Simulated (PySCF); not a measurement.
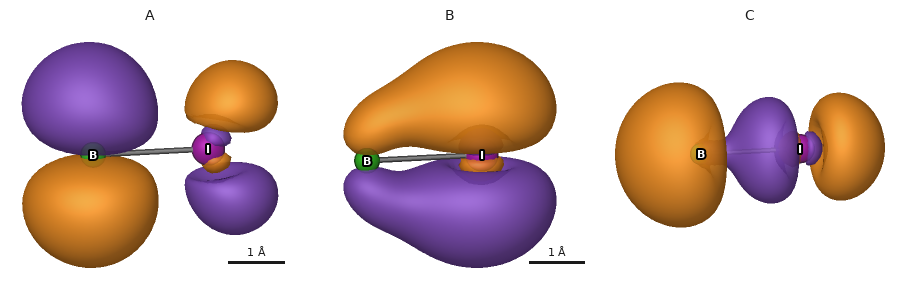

BI. Three frontier orbitals, each drawn at the value that holds 80 % of its norm (orange and purple are the two phases), in no order; of a degenerate pair one member is drawn.

Core potentials replace the inner electrons of I.

These are results of PBE0/aug-cc-pVDZ(-PP), non-relativistic Hamiltonian with scalar-relativistic core potentials where named, at a bond length of 2.151 Å (PySCF), not measurements.

Question: Name the orbitals and rank them from lowest to highest energy.

Answer: Orbital B: π, occupied, −8.72 eV; mainly on I (90 %).
Orbital C: σ, occupied, −7.31 eV; mainly on B (70 %).
Orbital A: π, empty, −2.42 eV; mainly on B (75 %).
